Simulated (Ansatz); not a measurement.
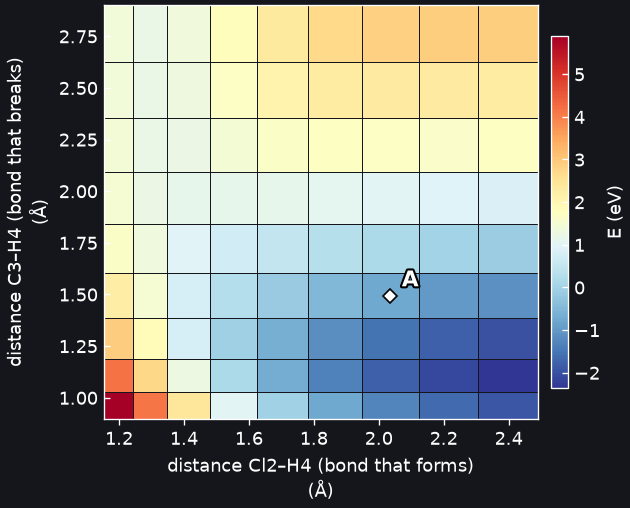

The reacting system CH₃ClF₂Si (fragments CH₃ClF₂Si where the first distance is long, CH₂F₂Si + ClH where the second is long). First axis: distance Cl2–H4 (bond that forms). Second axis: distance C3–H4 (bond that breaks). Relaxed at each point: all other coordinates. The scan uses a 9 × 9 grid. Points are written as (first, second). Energies are in eV, from a guessed transition structure relaxed with its forming and breaking bonds held. Energies and slopes of some neighbouring points disagree (a jump in structure or state, or too coarse a mesh). The reference is spin-restricted, so regions where a bond is pulled apart into radicals lie too high. Level of theory: RKS PBE0-D4/def2-SVP in Ansatz.

The picture shows one coloured cell a grid point, the point A.

**Which way does the force act at A, and how strong is it?**

A, at (2.035 Å, 1.491 Å), is not a stationary point. The computed force is 1.4 eV for each Å towards larger values of the first coordinate and 4 eV for each Å towards smaller values of the second coordinate.
